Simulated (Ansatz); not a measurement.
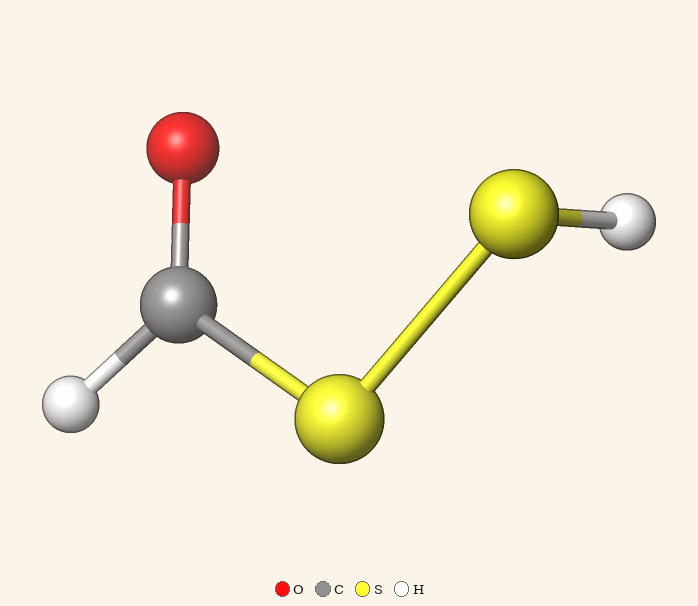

Rendered structure (ball-and-stick style).

Question: Count the atoms of each element.

Answer: CH2OS2, 6 atoms: 1 carbon, 2 hydrogen, 1 oxygen and 2 sulfur.

Question: Which point group does it belong to?

Answer: C1.

The parts below concern this one geometry. Atoms keep their numbers from picture to picture. The computed structure is the end point of a PBE0-D4/def2-TZVP optimisation.

Vibrations

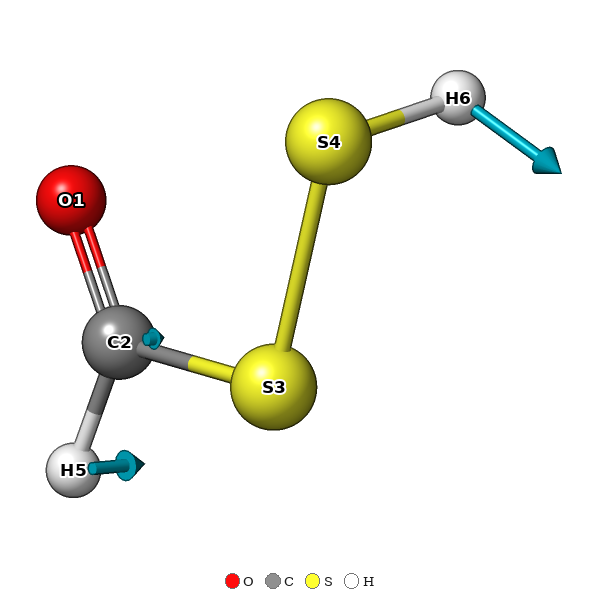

The arrows show one normal mode. Harmonic vibrations computed with RKS PBE0-D4/def2-TZVP (Ansatz 0.2.0) at a stationary point of the same level.

Question: Describe the motion.

Answer: A torsion or out-of-plane motion in which bond lengths and bond angles hardly change.

Question: Estimate its harmonic wavenumber.

Answer: 214 cm⁻¹; it is mode 2 of 12 counted from the lowest.

Levels of theory compared

Program: Ansatz 0.2.0.

Compare HOMO–LUMO gap (eV) at these levels: B3LYP-D4/def2-TZVPP; BLYP-D4/def2-TZVPP; PBE-D4/def2-TZVPP; PBE0-D4/def2-SVP; PBE0-D4/def2-TZVPP; SPW92 (LDA)/def2-TZVPP; r2SCAN-D4/def2-TZVPP; r2SCANh-D4/def2-TZVPP; revPBE-D4/def2-TZVPP; ωB97M-V/def2-QZVPP; ωB97X-V/def2-TZVPP.

```tsv
level	HOMO–LUMO gap (eV)
B3LYP-D4/def2-TZVPP	5.88
BLYP-D4/def2-TZVPP	4.01
PBE-D4/def2-TZVPP	4.00
PBE0-D4/def2-SVP	6.52
PBE0-D4/def2-TZVPP	6.34
SPW92 (LDA)/def2-TZVPP	3.90
r2SCAN-D4/def2-TZVPP	4.45
r2SCANh-D4/def2-TZVPP	5.32
revPBE-D4/def2-TZVPP	4.02
ωB97M-V/def2-QZVPP	10.56
ωB97X-V/def2-TZVPP	10.98
```

Dipole moment

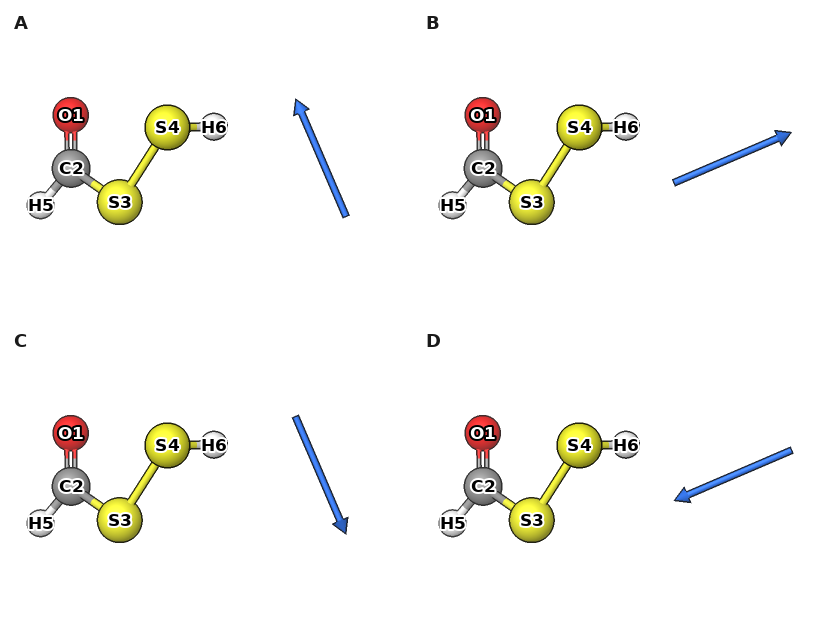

The same molecule four times, each with an arrow. Properties computed with RKS B3LYP-D4/def2-TZVPP (Ansatz 0.2.0).

Question: Which arrow points along the dipole moment, from the negative to the positive end?

Answer: C. The dipole moment is 1.65 D; it points from the side of O1 to the side of S3 (the outermost atoms at the two ends).
